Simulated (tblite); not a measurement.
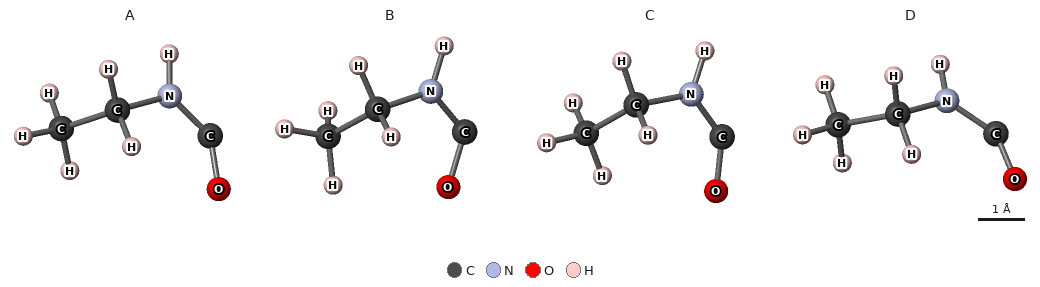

4 geometries from one relaxation of C3H6NO (multiplicity 2), in shuffled order. Style: ball-and-stick. Shown at a tilt.

The calculation used tblite 0.8.0, GFN2-xTB geometry optimisation, gas phase. 

Question: Order the frames from highest to lowest energy.

Answer: B, C, A, D. They are steps 0, 51, 68, 92, at +74.1 kJ/mol, +5.33 kJ/mol, +2.47 kJ/mol relative to the last. The energy falls by 74.1 kJ/mol in 92 geometry steps. The atom that moves furthest after the best rigid fit is the O atom (1.37 Å). By element the largest moves are O 1.37 Å, H 1.09 Å, C 0.45 Å, N 0.34 Å. Among the contacts that change: C–N 1.416 → 1.313 Å, C–O 1.265 → 1.204 Å, H–N 1.044 → 1.009 Å, C–H 1.130 → 1.095 Å. Among the angles between lasting bonds that change: N–C–O 117.3° → 133.2°, C–C–H 105.7° → 110.5°, C–C–H 106.4° → 110.7°. Groups turn about C–N by about 65°. Cost: 0.85 s on 1 thread of AMD EPYC, with other jobs on the host.
